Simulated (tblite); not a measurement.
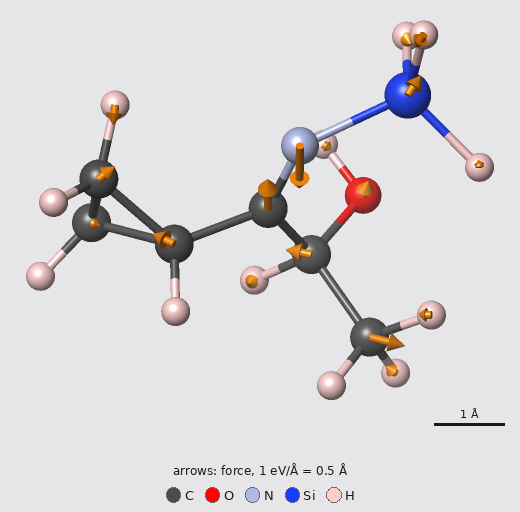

Starting geometry of C$_{6}$H$_{13}$NOSi with the computed forces as orange arrows. A ball-and-stick model, seen at a tilt.

The calculation used tblite, GFN2-xTB geometry optimisation, gas phase. 

> What follows when this structure is relaxed?

It isn't relaxed: the largest force vector, on the N atom, is 2.02 eV/Å. The final displacements have little in common with the starting forces (cosine between the two patterns 0.12). The energy falls by 0.476 eV in 226 geometry steps. The largest moves after the best rigid fit, 1.71 Å, are those of H atoms. By element the largest moves are H 1.71 Å, C 0.86 Å, N 0.73 Å, O 0.63 Å, Si 0.59 Å. Some distances before and after: H–Si 1.496 → 1.467 Å, C–N 1.283 → 1.255 Å, C–C 1.497 → 1.475 Å, C–C 1.547 → 1.527 Å. Among the angles between lasting bonds that change: N–Si–H 109.8° → 119.9°, C–N–Si 124.5° → 134.4°, N–Si–H 108.3° → 100.3°. Groups turn about C–C by about 80°, N–Si by about 20°. The run took 3.5 s on 1 thread of Arm Neoverse N1, with other jobs on the host.
